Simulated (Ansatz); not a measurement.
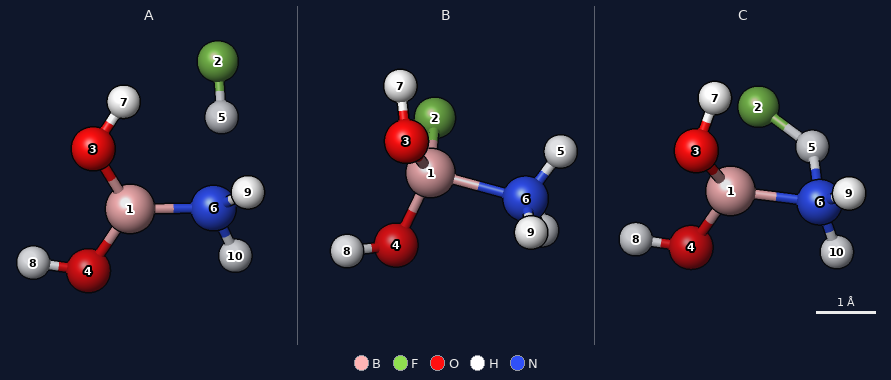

Three geometries of BNH₅O₂F: a saddle point and the two minima that it joins, in shuffled order. A ball-and-stick model, seen at a tilt. Sticks join atoms that are closer than about 1.2 times the sum of their covalent radii (a little more with hydrogen).

Stationary points at PBE0-D4/def2-TZVP, single-point energies with CCSD(T)/CBS (def2-TZVPP where no basis is named; Ansatz 0.2.0). The energies are electronic, without zero-point or thermal terms, and both ends are the minima reached downhill from the saddle, with any fragments still in contact. CCSD(T)/CBS stands for a frozen-core estimate: MP2 correlation extrapolated from def2-TZVPP and def2-QZVPP, CCSD(T) minus MP2 from the smaller set.

Which frame is the transition state, what reaction does it lead through, and what barrier is to be expected?

Frame C is the saddle point. Counted by bonded pieces, B holds BH₅NO₂F and A holds BH₄NO₂ + HF. From B over the saddle to A, a bond forms: F2–H5 (2.57 → 1.22 → 0.96 Å). Bonds break: B1–F2 (1.40 → 1.93 → 3.10 Å), H5–N6 (1.01 → 1.21 → 1.71 Å). The saddle has one imaginary mode, 919i cm⁻¹. With CCSD(T)/CBS the barrier is 32.5 kcal/mol from B and 21.1 kcal/mol from A, and A lies 11.3 kcal/mol above B.
